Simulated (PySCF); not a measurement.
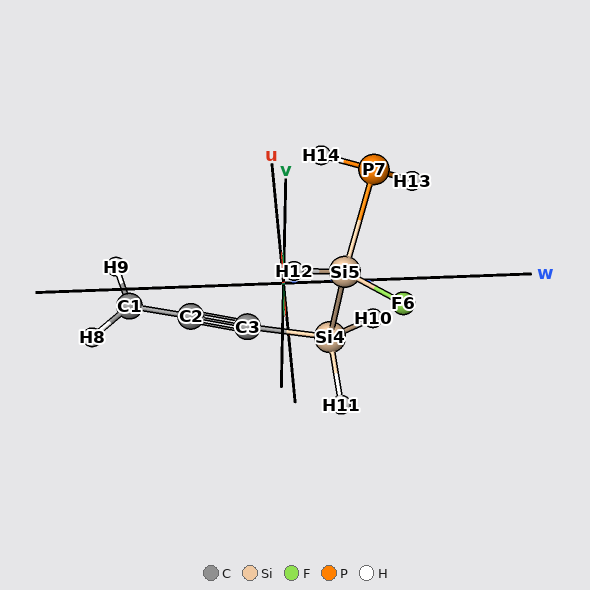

The lines u, v and w are the principal axes of the g tensor. Charge 0, doublet. Computed geometry: GFN2-xTB optimisation. No frequency run is at hand to confirm it as a minimum. Properties computed with UKS B3LYP, pcH-1 on C F H P Si, non-relativistic, mean-field spin-orbit, GIAO (PySCF 2.14.0).

### Along which axis does g lie farthest from the free-electron value?

Along w: the shift is 986 ppm.

Give the principal values and shifts.

```json
{"axis": "u", "g": "2.00221", "shift (ppm)": "−113"}
{"axis": "v", "g": "2.00291", "shift (ppm)": "587"}
{"axis": "w", "g": "2.00331", "shift (ppm)": "986"}
```

The geometry is semi-empirical. Around P, Si such bond lengths and angles can be off by a tenth of an ångström or more and by several degrees, and values that hang on the shape move with them.
